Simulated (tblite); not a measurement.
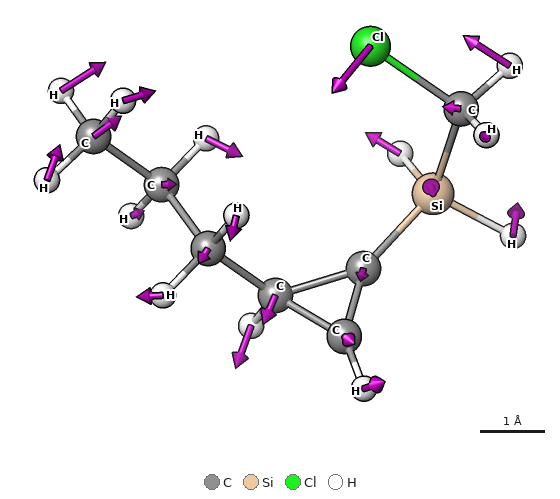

A relaxation of C₇H₁₃ClSi. The starting structure is drawn; purple arrows show the displacements, 3 times their true length. The two geometries are superimposed by the best rigid fit.

Style: ball-and-stick. Shown face on.

Computed with tblite, GFN2-xTB geometry optimisation, gas phase. 

What happened in the run?

Answer. The atom that moves furthest after the best rigid fit is the Cl atom (0.38 Å). By element the largest moves are Cl 0.38 Å, H 0.30 Å, C 0.19 Å, Si 0.19 Å. Some distances before and after: C–Si 1.704 → 1.852 Å, C–C 1.446 → 1.522 Å, C–Si 1.847 → 1.918 Å, C–C 1.423 → 1.486 Å. Among the angles between lasting bonds that change: H–Si–H 104.1° → 112.3°, C–Si–C 115.6° → 107.6°, C–C–C 122.0° → 119.7°. Over 111 geometry steps the energy falls by 65.8 kJ/mol.
